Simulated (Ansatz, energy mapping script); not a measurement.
# NiO in the rock-salt structure: exchange against U, a fit and a prediction

How does exchange in NiO in the rock-salt structure follow U? One row of the series is withheld as a test of the fit.

Method: LDA+U; plane waves, U on orthogonalised atomic orbitals unless named otherwise, collinear spin, no spin–orbit coupling, in Ansatz 0.2.0.

## 1. Set-up

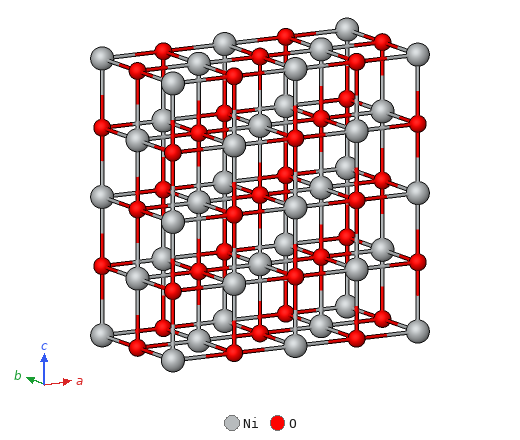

Start, viewed from a free direction; nickel light grey, oxygen red. 2×1×2 cells are drawn. This picture shows the conventional cell, with its axes. Some periodic images of atoms are drawn too.

This cell was built for the study (rocksalt prototype, lattice guessed from radii), not taken from an experiment; the compound need not form in this structure.

The cell was relaxed beforehand in Ansatz under PBEsol with U = 6 eV on Ni d, ortho-atomic projectors, from parallel moments.

## 2. One run of the series

input.yaml reads:

```yaml
crystal:
  lattice:
    - [0.0, -2.10134405, -2.10134405]
    - [-2.10134405, 0.0, -2.10134405]
    - [2.10134405, 2.10134405, -4.2026881]
  atoms:
    - { symbol: Ni, position: [0.5, 0.5, 0.5], spin: 2.0 }
    - { symbol: Ni, position: [0.0, 0.0, 0.0], spin: -2.0 }
    - { symbol: O, position: [0.75, 0.75, 0.75] }
    - { symbol: O, position: [0.25, 0.25, 0.25] }
magnetization:
  spin_polarized: true
kpoints:
  mp_grid: { grid: [11, 11, 11] }
hamiltonian:
  xc: lda
  hubbard:
    sites:
      - { species: Ni, l: d, u_eff: 1.2 }
      - { site: 0, l: d, u_eff: 1.2, starting_ns: [{ spin: up, occupation_matrix: ni1_major }, { spin: down, occupation_matrix: ni1_minor }] }
      - { site: 1, l: d, u_eff: 1.2, starting_ns: [{ spin: up, occupation_matrix: ni1_minor }, { spin: down, occupation_matrix: ni1_major }] }
    projectors: ortho-atomic
    occupation_matrices:
      ni1_major:
        matrix:
          - [0.973, 0.0, 0.0, 0.0, 0.0]
          - [0.0, 0.996, 0.0, 0.0, 0.0]
          - [0.0, 0.0, 0.996, 0.0, 0.0]
          - [0.0, 0.0, 0.0, 0.973, 0.0]
          - [0.0, 0.0, 0.0, 0.0, 0.996]
      ni1_minor:
        matrix:
          - [0.289, 0.0, 0.0, 0.0, 0.0]
          - [0.0, 0.988, 0.0, 0.0, 0.0]
          - [0.0, 0.0, 0.988, 0.0, 0.0]
          - [0.0, 0.0, 0.0, 0.289, 0.0]
          - [0.0, 0.0, 0.0, 0.0, 0.988]
scf:
  occupations: { method: fermi_dirac, width: 0.05 }
output:
  eigenvalues: true
  write_density: true
  write_potential: true
  elf: true
  volumetric_format: npy
```

Run with:

```console
ansatz run input.yaml --threads 4 --pin off --max-ram 8192MiB --backend cpu --events-out ev --progress --plain --runs-dir out
```

Numbers of over 12 decimals in the logs are rounded to 6 here.

Output:

```text
Engine: ansatz 0.2.0, aarch64-unknown-linux-gnu
Pseudopotentials: kind: paw
Pseudopotential: Ni, paw, valence charge 18, recommended cutoff 420 eV (normal), Ni.paw.azcp
Pseudopotential: O, paw, valence charge 6, recommended cutoff 420 eV (normal), O.paw.azcp
Functional definition: SPW92
  exchange = slater_x
  correlation = pw_c
Crystal: 4 atoms, lattice volume = 37.115 Å³
Basis set: ecut = 420 eV, 707 PW (Γ)
[...]
k-point 1 ↑: bands = [... 20 lower, 11.5034, 12.1443, 12.1443, 12.3819, 14.9576, 14.9576, 15.2927, 19.0943, ... 4 higher]
  k-point 2 ↑: bands = [... 20 lower, 11.8078, 12.1802, 12.1802, 12.3221, 14.8676, 14.8676, 15.7150, 19.0283, ... 4 higher]
  k-point 145 ↓: bands = [... 20 lower, 12.2036, 12.3470, 12.5044, 12.6517, 14.4753, 14.6287, 21.4671, 21.6768, ... 4 higher]
Occupation matrices written to <dir>
[key lines of the parts left out:]
SCF converged after 14 iterations
Magnetization: 0.0000 μB (24.0000 up, 24.0000 down)
Free energy (F): -12653.646664 eV
Fermi energy:    13.395285 eV
```

Elapsed: 6.6 s, on 4 threads of Arm Neoverse V1, shared host; peak memory 0.53 GiB.

At each step 4 orders with opposed moments are measured from the parallel order and fitted to E = −Σ J e·e over ordered pairs of unit vectors. The series follows the Ni–Ni pairs, 4.20 Å apart in the run shown.

## 3. The series

| U (eV) | J (meV) | largest moment (μB) |
| --- | --- | --- |
| 1.2 | -25.4 | 1.47 |
| 2.4 | -22.2 | 1.60 |
| 3.6 | ? | ? |
| 5.4 | -13.3 | 1.68 |
| 7.2 | -9.71 | 1.72 |
| 9.6 | -6.16 | 1.77 |

Wanted: J at U = 3.6.

## 4. The fit

The simplest form of superexchange, t²/(U + Δ), with Δ an offset, makes 1/|J| a straight line in U. Fitted as straight lines, ln|J| holds these rows better than 1/|J|, so take it as an empirical form: ln|J| = a + b U.

| x | y | x − x̄ | y − ȳ | fit |
| --- | --- | --- | --- | --- |
| 1.2 | 3.235 | -3.96 | 0.632 | 3.276 |
| 2.4 | 3.100 | -2.76 | 0.497 | 3.072 |
| 5.4 | 2.588 | 0.240 | -0.0150 | 2.562 |
| 7.2 | 2.273 | 2.04 | -0.330 | 2.256 |
| 9.6 | 1.818 | 4.44 | -0.785 | 1.847 |

With x̄ = 5.160 and ȳ = 2.603, least squares gives b = Σ(x − x̄)(y − ȳ)/Σ(x − x̄)² = -0.1701 and a = ȳ − b x̄ = 3.481. At x = 3.6 the line gives y = 2.868, so J = -17.6 meV.

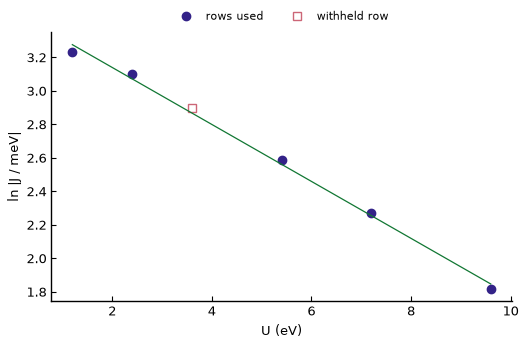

The straight-line fit, with the withheld step beside it.

## 5. Summary of results

- J predicted by the fit: -17.6 meV
- J of the withheld step: -18.1 meV

What this shows: The fit predicts -17.6 meV and the withheld step gave -18.1 meV, a miss of 0.50 meV. The line holds the rows used within 5 % of the largest J. J shrinks by a factor of 1.19 for each eV of U on average over this range. The orders cannot split some shells, so J is a sum: the value at 2.97 Å holds J(2.97) + 4 J(7.86). At 2 of 6 steps the fit of the energies is itself in doubt, for one or more of these reasons: some orders are gapless and others have a gap. The series was picked because its coupling changes steadily. The cell was built from a prototype and relaxed; a distortion that needs a larger cell, or another structure that the compound may prefer, is not captured.

1 further run of the session is left out of this account and of its counts and ranges: runs hit by known faults of a program or its files, repeats, responses too ill-conditioned to give a U, cells squeezed past sense, harmless faults, or fits whose shells could not be counted again from the structure.

[Logs and program files are shortened in this print: banners, set-up blocks, solver, clock and traceback lines can be left out without a mark of their own.]

[Logs are printed without paths, hosts, clocks, repeated set-up lines and the standing remarks that a program may print on its own settings, such as how far it seeks lower states.]

[Hosts, paths, dates, database ids (printed as entryN), source tags and the programs' standing remarks are cut or masked in the printed files.]

[Where a cell is said to come from a database of computed structures, the database is the Materials Project.]
